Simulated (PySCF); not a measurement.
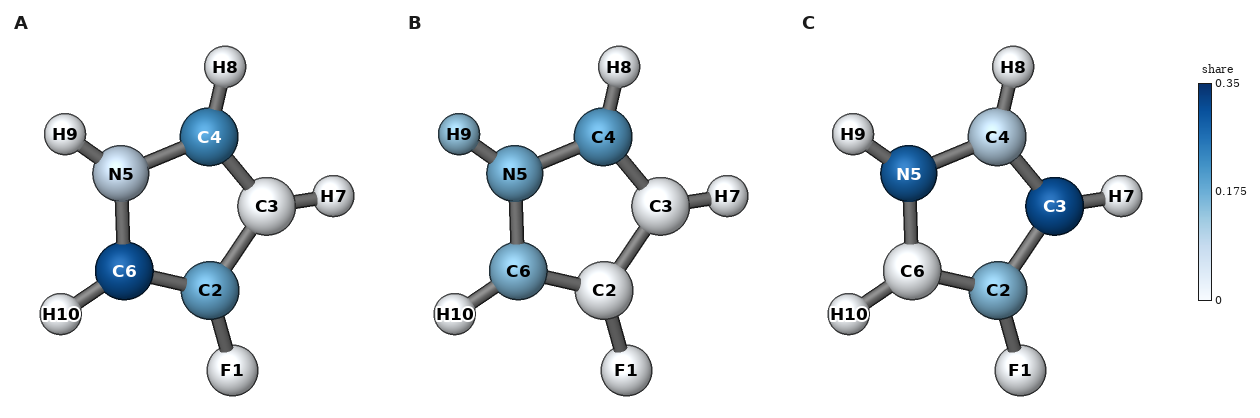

Each panel colours the atoms by their Löwdin share in one orbital (up to four of the largest shares; other atoms are shown as zero). Geometry: a frame of a GFN2-xTB molecular-dynamics simulation, not a minimum. Method: PBE0/def2-SVPD (PySCF 2.14.0).

### The panels show the HOMO−1, HOMO, LUMO, in some order. Which is which?

A: HOMO, −6.46 eV; C6 0.30, C4 0.22, C2 0.18, N5 0.09
B: LUMO, 0.58 eV; C4 0.19, N5 0.17, C6 0.15, H9 0.14
C: HOMO−1, −7.09 eV; C3 0.30, N5 0.28, C2 0.15, C4 0.10
